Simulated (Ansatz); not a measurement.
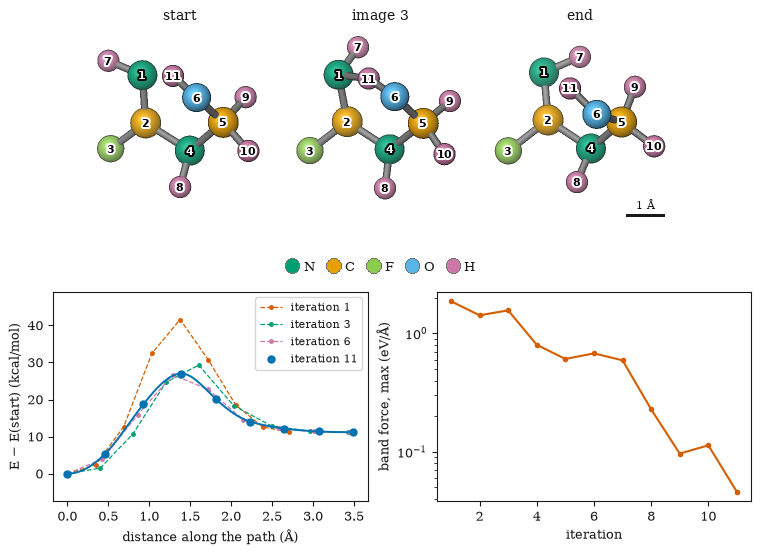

NEB run on C$_{2}$H$_{5}$FN$_{2}$O. Images are numbered from 0 (start) to 8 (end). The plot follows the band through its iterations. A ball-and-stick model, seen at a tilt.

Level of theory: RKS PBE-D4/STO-3G in Ansatz 0.2.0.

Input file:
```yaml
crystal:
  periodic: [false, false, false]
  atoms:
    - { symbol: "N", position_ang: [0.486351, -1.031089, 1.0583] }
    - { symbol: C, position_ang: [0.676971, -0.946884, -0.272404] }
    - { symbol: F, position_ang: [1.568182, -1.698571, -1.007588] }
    - { symbol: "N", position_ang: [-0.134515, -0.046089, -1.049672] }
    - { symbol: C, position_ang: [-0.927711, 0.955759, -0.123309] }
    - { symbol: O, position_ang: [-0.193448, 1.433035, 1.001963] }
    - { symbol: H, position_ang: [1.125298, -1.811568, 1.426155] }
    - { symbol: H, position_ang: [0.465992, 0.445467, -1.777588] }
    - { symbol: H, position_ang: [-1.84801, 0.356951, 0.13661] }
    - { symbol: H, position_ang: [-1.224319, 1.809632, -0.780956] }
    - { symbol: H, position_ang: [0.070609, 0.476458, 1.40909] }
basis:
  gaussian: { orbitals: STO-3G }
hamiltonian:
  xc: pbe
  dispersion: d4
neb:
  order_check: false
  images: 7
  f_tol: 0.05
  max_iterations: 60
  initial_path: idpp
  final_atoms:
    - { symbol: "N", position_ang: [0.64553731, -1.83052906, 0.80035249] }
    - { symbol: C, position_ang: [0.82219448, -1.07550959, -0.28619817] }
    - { symbol: F, position_ang: [1.98440894, -1.22822246, -1.00753407] }
    - { symbol: "N", position_ang: [-0.08724215, -0.12626906, -0.96725498] }
    - { symbol: C, position_ang: [-0.86277627, 0.80376947, -0.0327259] }
    - { symbol: O, position_ang: [-0.05733713, 1.79132618, 0.68363028] }
    - { symbol: H, position_ang: [-0.33890874, -1.5542962, 1.15598274] }
    - { symbol: H, position_ang: [0.50502323, 0.46665615, -1.62560917] }
    - { symbol: H, position_ang: [-1.45656335, 0.13128666, 0.64407641] }
    - { symbol: H, position_ang: [-1.56700806, 1.38517673, -0.67535287] }
    - { symbol: H, position_ang: [0.47807174, 1.17971218, 1.33123424] }
```

Launched with:
```bash
ansatz run input.yaml --threads 1 --pin off --max-ram 2048MiB --backend cpu --events-out ev --progress --plain --runs-dir out
```

### Did the band converge, and can the barrier be trusted?

The result is final at these settings. The band converged in 11 iterations. The largest component of the band force went from 1.9 to 0.046 eV/Å. The climbing image converged on the top of the path. Its vibrational analysis gives one imaginary mode (711i cm⁻¹), as a transition state must have. The first iteration put the highest image at 41.6 kcal/mol. The energy climbs by 27.0 kcal/mol to image 3 and then falls by 15.8 kcal/mol, so the end point sits at +11.2 kcal/mol.

Limits of the set-up: STO-3G is a minimal basis, so the numbers are rough.
